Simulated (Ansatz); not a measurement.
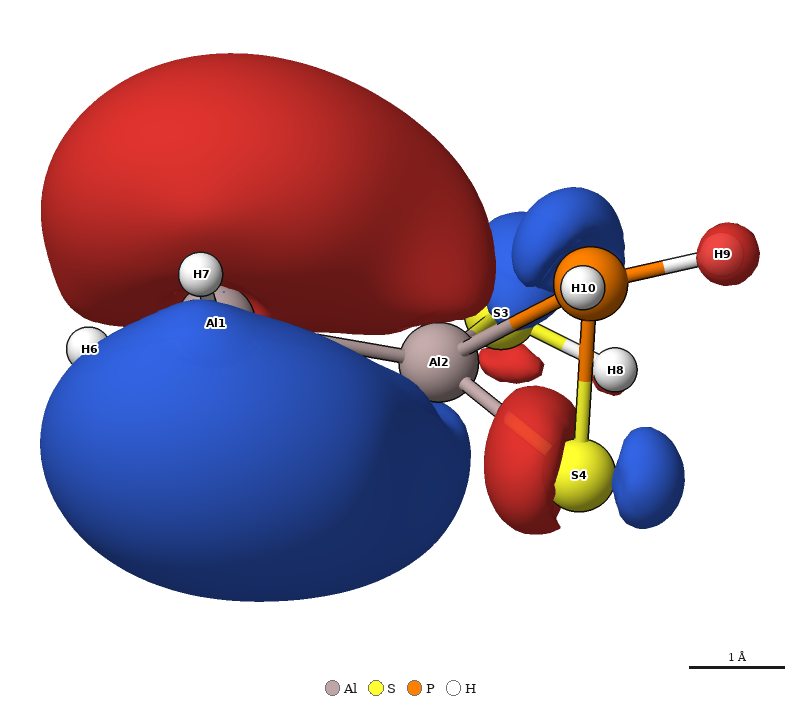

Figure 1: Al₂H₅PS₂. One frontier orbital at ±0.06 Å⁻³ᐟ² (red and blue are the two phases), seen from one side.

All numbers below come from Ansatz, RKS PBE0/def2-SVP.

| atom | x (Å) | y (Å) | z (Å) |
| --- | --- | --- | --- |
| Al | -1.3375 | 1.8531 | 1.0316 |
| Al | -0.6247 | -0.4960 | 0.2802 |
| S | -1.9404 | -1.9553 | -0.7275 |
| S | 1.4214 | -1.2657 | 0.8793 |
| P | 1.6356 | -0.1580 | -0.9053 |
| H | -2.7346 | 2.1711 | 1.7364 |
| H | -0.3270 | 3.0762 | 0.8272 |
| H | -1.0304 | -2.9544 | -0.6829 |
| H | 2.3036 | -1.0534 | -1.7851 |
| H | 2.7171 | 0.7311 | -0.6509 |

> Which orbital is it: HOMO or LUMO?

The LUMO, at −2.30 eV. By Hirshfeld shares it lies mainly on Al1 (about 65 %) and Al2 (about 20 %).
